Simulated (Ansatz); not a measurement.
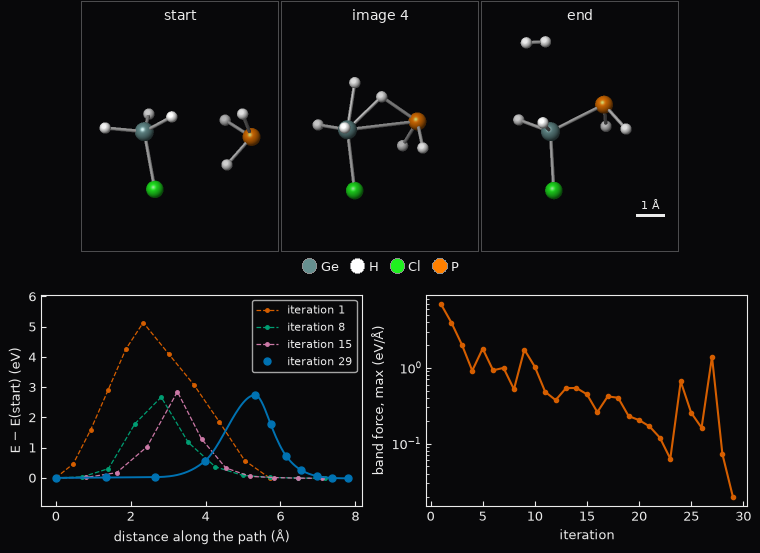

A nudged-elastic-band calculation for GePH₆Cl, made up at the start of GeH3Cl and PH3. Images are numbered from 0 (start) to 10 (end). The plot follows the band through its iterations. A ball-and-stick model, seen at a tilt.

These are results of Ansatz, RKS PBE0-D4/def2-SVP, not measurements. Settings: 9 movable images; climbing image; force threshold 0.05 eV/Å; iteration limit 60; starting path through a guess of the saddle point.

Question: Judge this run.

Answer: The result is final at these settings. The band converged in 29 iterations. The largest component of the band force went from 6.9 to 0.02 eV/Å. The climbing image converged on the top of the path. Its vibrational analysis gives one imaginary mode (1396i cm⁻¹), as a transition state must have. The first iteration put the highest image at 5.14 eV. The energy climbs by 2.74 eV to image 4 and then falls by 2.75 eV, so the end point sits at −0.01 eV.

Limits of the set-up: the start holds two separate molecules, 2.9 Å apart at their closest, whose relative position is a soft coordinate.

The run took 13 min on 2 threads of Intel(R) Xeon(R) Processor @ 2.70GHz (shared host), peak memory 0.25 GiB.
